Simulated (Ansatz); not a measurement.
# BH₂− (triplet): correlated methods under varied settings at angle H2–B1–H3 = 180.0°

What do other methods and options give for BH₂− (triplet) at this geometry, and how long do they take?

The runs use Ansatz 0.2.0, Gaussian basis; the settings change from run to run.

19 further runs of the same task are left out: 1 for a mislabelled method, 13 that didn't finish, 5 set aside as unsound or not needed.

**1. The geometry**

The geometry derives from a PBE0/def2-TZVPD stationary point (not a proven minimum). One angle is set to the value named; bond lengths are kept.

3 atoms, charge -1, spin multiplicity 3.

Atoms are counted from 1 here; the program's logs count them from 0.

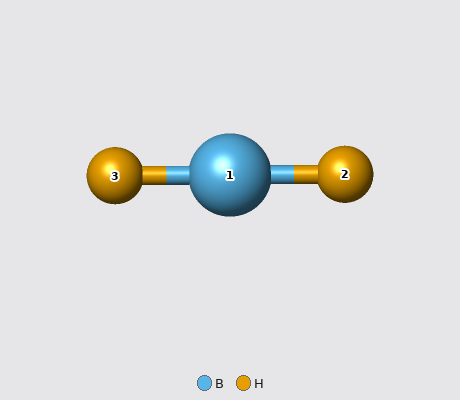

The geometry (boron blue, hydrogen amber); atoms are numbered from 1 in the order of the file.

**2. MRCISD+Q(6,4)/6-31G***

in.yaml

```yaml
crystal:
  periodic: [false, false, false]
  atoms:
    - {symbol: B, position_ang: [0.000000, 0.000000, 0.000000]}
    - {symbol: H, position_ang: [0.000000, 0.000000, -1.209119]}
    - {symbol: H, position_ang: [0.000000, 0.000000, 1.209119]}
basis:
  gaussian: {orbitals: "6-31G*"}
total_charge: -1
magnetization: {spin_polarized: false, initial_magnetization: 2}
correlation: {method: fic_mrcisd_q, electrons: outside_noble_gas, active_space: {window: {electrons: 6, orbitals: 4}}}
scf: {lower_state_search: off}
```

Run with:

```sh
> ansatz run in.yaml --threads 1 --pin off --events-out ev --progress --plain --max-ram 2393MiB
```

What it wrote, shortened:

```text
Functional definition: HF
  name "HF"
  cite "Fock, Z. Phys. 61, 126 (1930) doi:10.1007/BF01340294"
  parent pbe
[...]
203 factors; integrals over basis functions are off by at most 6.1e-4 eV
[...]
mean field -698.42450941 eV, -25.6666273118 hartree, gradient 6.0e-7 eV, S^2 2.000000; 0 other end points of the search recorded, 0 dependent functions left out
reference -698.42450941 eV, -25.6666273118 hartree; 5, 3 occupied and 14, 16 virtual orbitals, 203 factors
state -698.42450941 eV, -25.6666273118 hartree
contracted CI cycle   1: correlation 0.00000000 eV, 0.0000000000 hartree, residual 1.19e1 eV
contracted CI cycle   2: correlation -2.35873077 eV, -0.0866817569 hartree, residual 2.42e0 eV
contracted CI cycle   3: correlation -2.47896491 eV, -0.0911002801 hartree, residual 6.30e-1 eV
contracted CI cycle   4: correlation -2.48819173 eV, -0.0914393596 hartree, residual 1.16e-1 eV
contracted CI cycle   5: correlation -2.48843682 eV, -0.0914483665 hartree, residual 2.20e-2 eV
contracted CI cycle   6: correlation -2.48844564 eV, -0.0914486907 hartree, residual 4.41e-3 eV
contracted CI cycle   7: correlation -2.48844600 eV, -0.0914487039 hartree, residual 8.93e-4 eV
contracted CI cycle   8: correlation -2.48844602 eV, -0.0914487045 hartree, residual 2.28e-4 eV
state -698.42450941 eV, -25.6666273118 hartree; corrected -701.06237832 eV, -25.7635672061 hartree
Total energy: -701.06237832 eV, -25.7635672061 hartree
Checks for a lower state left out: stability, starts, cluster_reference, orbital_swaps, neighbouring_geometries, increment
```

It took 0.3 s on 1 thread of Arm Neoverse V1, shared host.

From the report: 2 determinants; active occupations 2.00, 2.00, 1.00, 1.00.

**3. BCCD(T) on UHF/6-31++G****

in.yaml

```yaml
crystal:
  periodic: [false, false, false]
  atoms:
    - {symbol: B, position_ang: [0.000000, 0.000000, 0.000000]}
    - {symbol: H, position_ang: [0.000000, 0.000000, -1.209119]}
    - {symbol: H, position_ang: [0.000000, 0.000000, 1.209119]}
basis:
  gaussian: {orbitals: "6-31++G**"}
total_charge: -1
magnetization: {spin_polarized: true, initial_magnetization: 2}
correlation: {method: bccd_t, electrons: valence}
scf: {lower_state_search: full}
```

Launched as before.

What it wrote, shortened:

```text
Functional definition: HF
  name "HF"
  cite "Fock, Z. Phys. 61, 126 (1930) doi:10.1007/BF01340294"
  parent pbe
[...]
281 factors; integrals over basis functions are off by at most 9.9e-4 eV
[...]
mean field -699.93751488 eV, -25.7222292371 hartree, gradient 2.8e-6 eV, S^2 2.032178; 10 other end points of the search recorded, 0 dependent functions left out
determinant -699.93751488 eV, -25.7222292371 hartree, with singles and doubles -702.68700253 eV, -25.8232710447 hartree
determinant -698.33813419 eV, -25.6634530808 hartree, with singles and doubles -700.75257023 eV, -25.7521819689 hartree
determinant -698.29146781 eV, -25.6617381231 hartree, with singles and doubles -700.79315290 eV, -25.7536733546 hartree
determinant -697.61718832 eV, -25.6369588090 hartree, with singles and doubles -700.14996867 eV, -25.7300367698 hartree
determinant -697.54552989 eV, -25.6343254102 hartree, with singles and doubles -699.94229083 eV, -25.7224047501 hartree
determinant -696.63495602 eV, -25.6008624377 hartree, with singles and doubles -699.62789537 eV, -25.7108509299 hartree
1 core orbitals not correlated: weight in the atoms' cores, before any rotation towards them, 1.000 or more for the frozen orbitals, at most 0.000 for the correlated occupied ones
reference -699.93751488 eV, -25.7222292371 hartree; 4, 2 occupied and 26, 28 virtual orbitals, 281 factors
second order -2.23818452 eV of doubles, -0.00000000 eV of singles
cycle   1  -2.74654204 eV  change    2.9e-3 eV  update   2.7e-3
[...]
cycle   7  -2.74525801 eV  change   -2.1e-6 eV  update   2.1e-6
perturbative correction -0.07310590 eV, -0.0026865924 hartree
Total energy: -702.75587879 eV, -25.8258022006 hartree
```

Run time: 1.1 s. Hardware: 1 thread of Arm Neoverse V1, shared host.

From the report: ⟨S²⟩ of the determinant 2.032 (pure triplet: 2.00); correlation -2.8184 eV; largest double amplitude 0.09.

**4. MP2 on UHF/def2-mTZVP**

in.yaml, as its differences from that of step 3:

```diff
@@ -7,6 +7,6 @@
 basis:
-  gaussian: {orbitals: "6-31++G**"}
+  gaussian: {orbitals: def2-mTZVP, fitting: {mean_field: def2-universal-jkfit}}
 total_charge: -1
 magnetization: {spin_polarized: true, initial_magnetization: 2}
-correlation: {method: bccd_t, electrons: valence}
-scf: {lower_state_search: full}
+correlation: {method: mp2, electrons: outside_noble_gas}
+accuracy: high
```

The command is unchanged.

What it wrote:

```text
Functional definition: HF
  name "HF"
  cite "Fock, Z. Phys. 61, 126 (1930) doi:10.1007/BF01340294"
  parent pbe
  exchange = exact_x
  correlation = 0
111 factors; integrals over basis functions are off by at most 4.0e-1 eV
mean field evaluation 1: about -698.5845 eV, gradient 9.7e0 eV
mean field evaluation 2: about -699.6776 eV, gradient 3.5e0 eV
mean field evaluation 4: about -699.8333 eV, gradient 5.7e-1 eV
mean field evaluation 8: about -699.8399 eV, gradient 2.5e-8 eV
mean field -699.83992628 eV, -25.7186429222 hartree, gradient 2.5e-8 eV, S^2 2.041038; 0 other end points of the search recorded, 0 dependent functions left out
1 core orbitals not correlated: weight in the atoms' cores, before any rotation towards them, 1.000 or more for the frozen orbitals, at most 0.000 for the correlated occupied ones
reference -699.83992628 eV, -25.7186429222 hartree; 4, 2 occupied and 20, 22 virtual orbitals, 111 factors
second order -1.84396487 eV of doubles, -0.00000000 eV of singles
Total energy: -701.68389115 eV, -25.7864073812 hartree
```

It took 0.09 s on 1 thread of Arm Neoverse V1, shared host.

From the report: ⟨S²⟩ of the determinant 2.041 (pure triplet: 2.00).

**5. CASCI(2,4)/6-31++G****

in.yaml

```yaml
crystal:
  periodic: [false, false, false]
  atoms:
    - {symbol: B, position_ang: [0.000000, 0.000000, 0.000000]}
    - {symbol: H, position_ang: [0.000000, 0.000000, -1.209119]}
    - {symbol: H, position_ang: [0.000000, 0.000000, 1.209119]}
basis:
  gaussian: {orbitals: "6-31++G**"}
total_charge: -1
magnetization: {spin_polarized: false, initial_magnetization: 2}
correlation: {active_space: {window: {electrons: 2, orbitals: 4}, fixed_orbitals: true}}
```

The command is unchanged.

What it wrote:

```text
Functional definition: HF
  name "HF"
  cite "Fock, Z. Phys. 61, 126 (1930) doi:10.1007/BF01340294"
  parent pbe
  exchange = exact_x
  correlation = 0
281 factors; integrals over basis functions are off by at most 9.9e-4 eV
mean field evaluation 1: about -696.9940 eV, gradient 1.8e1 eV
mean field evaluation 2: about -697.0567 eV, gradient 1.8e1 eV
mean field evaluation 4: about -699.6886 eV, gradient 1.8e0 eV
mean field evaluation 8: about -699.7589 eV, gradient 3.1e-3 eV
mean field evaluation 16: about -699.7375 eV, gradient 5.5e-1 eV
mean field evaluation 32: about -699.7589 eV, gradient 4.2e-6 eV
mean field -699.75890698 eV, -25.7156655179 hartree, gradient 4.2e-6 eV, S^2 2.000000; 4 other end points of the search recorded, 0 dependent functions left out
reference -699.75890698 eV, -25.7156655179 hartree; 5, 3 occupied and 26, 28 virtual orbitals, 281 factors
state -699.75890698 eV, -25.7156655179 hartree
Total energy: -699.75890698 eV, -25.7156655179 hartree
```

Run time: 0.15 s. Hardware: 1 thread of Arm Neoverse V1, shared host.

From the report: 2 determinants; active occupations 1.00, 1.00, 0.00, 0.00. With so small a space the active step adds no correlation: the energy is the mean field's.

**6. BCCD(T) on UHF/pcseg-2**

in.yaml

```yaml
crystal:
  periodic: [false, false, false]
  atoms:
    - {symbol: B, position_ang: [0.000000, 0.000000, 0.000000]}
    - {symbol: H, position_ang: [0.000000, 0.000000, -1.209119]}
    - {symbol: H, position_ang: [0.000000, 0.000000, 1.209119]}
basis:
  gaussian: {orbitals: pcseg-2}
total_charge: -1
magnetization: {spin_polarized: true, initial_magnetization: 2}
hamiltonian: {pseudopotentials: {relativity: scalar}}
correlation: {method: bccd_t, electrons: outside_noble_gas}
```

Launched as before.

What it wrote, shortened:

```text
Functional definition: HF
  name "HF"
  cite "Fock, Z. Phys. 61, 126 (1930) doi:10.1007/BF01340294"
  parent pbe
[...]
333 factors; integrals over basis functions are off by at most 1.2e-3 eV
[...]
mean field -700.16347719 eV, -25.7305331988 hartree, gradient 2.3e-6 eV, S^2 2.036058; 2 other end points of the search recorded, 0 dependent functions left out
determinant -700.16347719 eV, -25.7305331988 hartree, with singles and doubles -703.46329725 eV, -25.8517993496 hartree
determinant -697.12700589 eV, -25.6189449370 hartree, with singles and doubles -700.10784564 eV, -25.7284887772 hartree
determinant -696.92921219 eV, -25.6116761524 hartree, with singles and doubles -700.15183052 eV, -25.7301051916 hartree
1 core orbitals not correlated: weight in the atoms' cores, before any rotation towards them, 1.000 or more for the frozen orbitals, at most 0.000 for the correlated occupied ones
reference -700.16347719 eV, -25.7305331988 hartree; 4, 2 occupied and 53, 55 virtual orbitals, 333 factors
second order -2.71659053 eV of doubles, -0.00000000 eV of singles
cycle   1  -3.22689414 eV  change   -2.9e-1 eV  update   1.5e-2
[...]
cycle   8  -3.23374920 eV  change   -3.6e-6 eV  update   3.2e-6
perturbative correction -0.09527267 eV, -0.0035012062 hartree
Total energy: -703.49249906 eV, -25.8528724962 hartree
Relativity: scalar
```

It took 1.9 s on 1 thread of Arm Neoverse V1, shared host.

From the report: ⟨S²⟩ of the determinant 2.036 (pure triplet: 2.00); correlation -3.3290 eV; largest double amplitude 0.07.

**7. BCCD(T)/6-31G**

in.yaml, as its differences from that of step 6:

```diff
@@ -7,6 +7,6 @@
 basis:
-  gaussian: {orbitals: pcseg-2}
+  gaussian: {orbitals: 6-31G}
 total_charge: -1
 magnetization: {spin_polarized: true, initial_magnetization: 2}
-hamiltonian: {pseudopotentials: {relativity: scalar}}
+hamiltonian: {xc: {name: B3LYP}}
 correlation: {method: bccd_t, electrons: outside_noble_gas}
```

Same command.

What it wrote, shortened:

```text
Functional definition: B3LYP
  name "B3LYP"
  cite "Stephens, Devlin, Chabalowski & Frisch, J. Phys. Chem. 98, 11623 (1994) doi:10.1021/j100096a001"
  cite "Becke, Phys. Rev. A 38, 3098 (1988) doi:10.1103/PhysRevA.38.3098"
  cite "Lee, Yang & Parr, Phys. Rev. B 37, 785 (1988) doi:10.1103/PhysRevB.37.785"
  cite "Vosko, Wilk & Nusair, Can. J. Phys. 58, 1200 (1980) doi:10.1139/p80-159"
[...]
190 factors; integrals over basis functions are off by at most 2.5e-4 eV
[...]
mean field -704.30386842 eV, -25.8826897702 hartree, gradient 3.9e-6 eV, S^2 2.014507; 0 other end points of the search recorded, 0 dependent functions left out
1 core orbitals not correlated: weight in the atoms' cores, before any rotation towards them, 1.000 or more for the frozen orbitals, at most 0.000 for the correlated occupied ones
reference -698.46800111 eV, -25.6682256022 hartree; 4, 2 occupied and 8, 10 virtual orbitals, 190 factors
second order -1.22255077 eV of doubles, -0.06540839 eV of singles
cycle   1  -1.58239023 eV  change   -3.0e-1 eV  update   4.5e-2
[...]
cycle   9  -1.73836363 eV  change    2.6e-6 eV  update   2.1e-6
perturbative correction -0.01926429 eV, -0.0007079495 hartree
Total energy: -700.22562903 eV, -25.7328172368 hartree
```

Wall time 0.51 s (1 thread of Arm Neoverse V1, shared host).

From the report: ⟨S²⟩ of the determinant 2.015 (pure triplet: 2.00); correlation -1.7576 eV; largest double amplitude 0.07.

**8. BCCD on UHF/6-31++G****

in.yaml

```yaml
crystal:
  periodic: [false, false, false]
  atoms:
    - {symbol: B, position_ang: [0.000000, 0.000000, 0.000000]}
    - {symbol: H, position_ang: [0.000000, 0.000000, -1.209119]}
    - {symbol: H, position_ang: [0.000000, 0.000000, 1.209119]}
basis:
  gaussian: {orbitals: "6-31++G**", point_charges: [{charge: -1.00, position_ang: [4.495, -0.514, 0.654]}]}
total_charge: -1
magnetization: {spin_polarized: true, initial_magnetization: 2}
correlation: {method: bccd, electrons: valence}
output: {forces: true}
```

The command is unchanged.

What it wrote, shortened:

```text
Functional definition: HF
  name "HF"
  cite "Fock, Z. Phys. 61, 126 (1930) doi:10.1007/BF01340294"
  parent pbe
[...]
281 factors; integrals over basis functions are off by at most 9.9e-4 eV
[...]
mean field -697.00344500 eV, -25.6144041577 hartree, gradient 6.2e-6 eV, S^2 2.026257; 10 other end points of the search recorded, 0 dependent functions left out
determinant -697.00344500 eV, -25.6144041577 hartree, with singles and doubles -699.75208145 eV, -25.7154146844 hartree
determinant -695.72363723 eV, -25.5673720897 hartree, with singles and doubles -698.16382912 eV, -25.6570474876 hartree
determinant -695.68529035 eV, -25.5659628681 hartree, with singles and doubles -698.11634361 eV, -25.6553024273 hartree
determinant -695.50374820 eV, -25.5592913169 hartree, with singles and doubles -697.92401221 eV, -25.6482343788 hartree
determinant -695.23381481 eV, -25.5493714477 hartree, with singles and doubles -697.94659979 eV, -25.6490644572 hartree
1 core orbitals not correlated: weight in the atoms' cores, before any rotation towards them, 1.000 or more for the frozen orbitals, at most 0.000 for the correlated occupied ones
reference -697.00344500 eV, -25.6144041577 hartree; 4, 2 occupied and 26, 28 virtual orbitals, 281 factors
second order -2.21998707 eV of doubles, -0.00000000 eV of singles
cycle   1  -2.74685623 eV  change    1.8e-3 eV  update   8.2e-3
[...]
cycle  13  -2.74234702 eV  change    9.8e-8 eV  update   2.3e-7
[...]
Total energy: -699.74579201 eV, -25.7151835518 hartree
Atom 0 at     0.000000     0.000000     0.000000 Å, force    -1.234072     0.141115     0.032205 eV/Å
Atom 1 at     0.000000     0.000000    -1.209119 Å, force     0.376346    -0.043035     0.809749 eV/Å
Atom 2 at     0.000000     0.000000     1.209119 Å, force     0.373725    -0.042735    -0.911668 eV/Å
Dipole moment:     0.733131    -0.083833     0.000755 e Å
```

Run time: 1.7 s. Hardware: 1 thread of Arm Neoverse V1, shared host.

From the report: ⟨S²⟩ of the determinant 2.026 (pure triplet: 2.00); correlation -2.7423 eV; largest double amplitude 0.08.

**9. CISDTQ/6-31G**

in.yaml

```yaml
crystal:
  periodic: [false, false, false]
  atoms:
    - {symbol: B, position_ang: [0.000000, 0.000000, 0.000000]}
    - {symbol: H, position_ang: [0.000000, 0.000000, -1.209119]}
    - {symbol: H, position_ang: [0.000000, 0.000000, 1.209119]}
basis:
  gaussian: {orbitals: 6-31G}
total_charge: -1
magnetization: {spin_polarized: false, initial_magnetization: 2}
correlation: {active_space: {ras: {orbitals: [3, 2, 8], electrons: 8, max_holes: 4, max_particles: 4}, fixed_orbitals: true}}
accuracy: high
scf: {lower_state_search: light}
output: {forces: true}
```

The command is unchanged.

What it wrote, shortened:

```text
Functional definition: HF
  name "HF"
  cite "Fock, Z. Phys. 61, 126 (1930) doi:10.1007/BF01340294"
  parent pbe
[...]
293 factors; integrals over basis functions are off by at most 1.8e-9 eV
[...]
mean field -698.28118379 eV, -25.6613601923 hartree, gradient 8.2e-9 eV, S^2 2.000000; 0 other end points of the search recorded, 0 dependent functions left out
reference -698.28118379 eV, -25.6613601923 hartree; 5, 3 occupied and 8, 10 virtual orbitals, 293 factors
state -700.27846919 eV, -25.7347590768 hartree
[...]
Total energy: -700.27846919 eV, -25.7347590768 hartree
Atom 0 at     0.000000     0.000000     0.000000 Å, force     0.000000     0.000000     0.000000 eV/Å
Atom 1 at     0.000000     0.000000    -1.209119 Å, force    -0.000000     0.000000     0.004071 eV/Å
Atom 2 at     0.000000     0.000000     1.209119 Å, force     0.000000    -0.000000    -0.004071 eV/Å
Dipole moment:     0.000000    -0.000000    -0.000000 e Å
```

Run time: 1.7 s. Hardware: 1 thread of Arm Neoverse V1, shared host.

From the report: 21,074 determinants.

**10. CASCI(4,4)/def2-SVPD**

in.yaml

```yaml
crystal:
  periodic: [false, false, false]
  atoms:
    - {symbol: B, position_ang: [0.000000, 0.000000, 0.000000]}
    - {symbol: H, position_ang: [0.000000, 0.000000, -1.209119]}
    - {symbol: H, position_ang: [0.000000, 0.000000, 1.209119]}
basis:
  gaussian: {orbitals: def2-SVPD}
total_charge: -1
magnetization: {spin_polarized: false, initial_magnetization: 2}
correlation: {active_space: {window: {electrons: 4, orbitals: 4}, fixed_orbitals: true}}
accuracy: high
scf: {lower_state_search: light}
```

The command is unchanged.

What it wrote:

```text
Functional definition: HF
  name "HF"
  cite "Fock, Z. Phys. 61, 126 (1930) doi:10.1007/BF01340294"
  parent pbe
  exchange = exact_x
  correlation = 0
641 factors; integrals over basis functions are off by at most 2.9e-9 eV
mean field evaluation 1: about -695.4267 eV, gradient 1.7e1 eV
mean field evaluation 2: about -695.4297 eV, gradient 1.7e1 eV
mean field evaluation 4: about -697.4811 eV, gradient 1.1e0 eV
mean field evaluation 8: about -697.4963 eV, gradient 4.1e-3 eV
mean field evaluation 16: about -697.4963 eV, gradient 1.7e-4 eV
mean field evaluation 32: about -698.7067 eV, gradient 2.0e-4 eV
mean field -698.70672216 eV, -25.6769984390 hartree, gradient 2.3e-8 eV, S^2 2.000000; 5 other end points of the search recorded, 0 dependent functions left out
reference -698.70672216 eV, -25.6769984390 hartree; 5, 3 occupied and 31, 33 virtual orbitals, 641 factors
state -698.70726717 eV, -25.6770184676 hartree
Total energy: -698.70726717 eV, -25.6770184676 hartree
```

It took 0.33 s on 1 thread of Arm Neoverse V1, shared host.

From the report: 4 determinants; active occupations 2.00, 1.00, 1.00, 0.00.

**11. The runs in one table**

Where basis and cores are those of an earlier FCI/6-31++G** run (-702.7741 eV), and the state is the same kind, the miss against it is given.

| level | correlated | functions | energy (eV) | from FCI (meV) | time |
| --- | --- | --- | --- | --- | --- |
| MRCISD+Q(6,4)/6-31G* | outside noble gas | 19 | -701.0624 |  | 0.3 s |
| BCCD(T) on UHF/6-31++G** | valence | 31 | -702.7559 | 18.3 | 1.1 s |
| MP2 on UHF/def2-mTZVP | outside noble gas | 25 | -701.6839 |  | 0.09 s |
| CASCI(2,4)/6-31++G** |  | 31 | -699.7589 | 3015.2 | 0.15 s |
| BCCD(T) on UHF/pcseg-2 (relativity set) | outside noble gas | 58 | -703.4925 |  | 1.9 s |
| BCCD(T)/6-31G (on B3LYP orbitals) | outside noble gas | 13 | -700.2256 |  | 0.51 s |
| BCCD on UHF/6-31++G** (beside a point charge) | valence | 31 | -699.7458 |  | 1.7 s |
| CISDTQ/6-31G | all | 13 | -700.2785 |  | 1.7 s |
| CASCI(4,4)/def2-SVPD |  | 36 | -698.7073 |  | 0.33 s |

**12. Summary of results**

```
quantity                                           value
    runs                                               9
quickest                   MP2 on UHF/def2-mTZVP, 0.09 s
 slowest  BCCD(T) on UHF/pcseg-2 (relativity set), 1.9 s
```

**Reading.** Total energies in different bases, with other cores or another treatment of relativity can't be set against each other. BCCD(T) on UHF/pcseg-2 (relativity set) took 21 times as long as MP2 on UHF/def2-mTZVP; the jobs differ in more than the method. Hartree-Fock, CASSCF and CASCI lack dynamic correlation by design.
